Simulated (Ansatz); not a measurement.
Process, species as SMILES: [Si-]#[O+] (O-Si) + 3 [H][H] (H2) → O (H2O) + [SiH4] (SiH4)
B3LYP-D3(BJ)/def2-TZVP geometries, fixed; electronic energies without zero-point terms.
Largest species:
```xyz
5

Si     0.0000     0.0000     0.0000
H      0.8756     0.8547     0.8331
H     -0.8222    -0.8655     0.8753
H     -0.8862     0.8545    -0.8220
H      0.8328    -0.8437    -0.8864
```
Charge 0, spin multiplicity 1.

Basis-set convergence of the energy of full hydrogenation at PBE0 with Ansatz (a program for electronic structure). All functions are spherical. The program fits the integrals of some runs and decomposes those of others, by size. No added dispersion term, no relativity. Functions are those of the species that has most. Reference: the value in pcseg-4, -46.10 kcal/mol, itself unsure by roughly 0.20 kcal/mol (its mean distance from aug-pcseg-3, aug-cc-pV(Q+d)Z, cc-pV(5+d)Z). Deviations are taken from unrounded values.

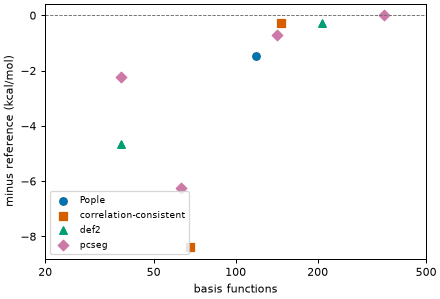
*Deviation from the reference against the number of basis functions, by family of sets.*

| basis | functions | energy of full hydrogenation (kcal/mol) | minus reference (kcal/mol) |
|---|---|---|---|
| def2-SVP | 38 | -50.76 | -4.66 |
| pcseg-1 | 38 | -48.32 | -2.22 |
| aug-pcseg-1 | 63 | -52.35 | -6.25 |
| aug-cc-pV(D+d)Z | 68 | -54.48 | -8.38 |
| 6-311++G(3df,3pd) | 119 | -47.57 | -1.47 |
| aug-pcseg-2 | 142 | -46.80 | -0.69 |
| aug-cc-pV(T+d)Z | 147 | -46.38 | -0.28 |
| def2-QZVPPD | 208 | -46.38 | -0.28 |
| pcseg-4 | 349 | -46.10 | 0.00 |
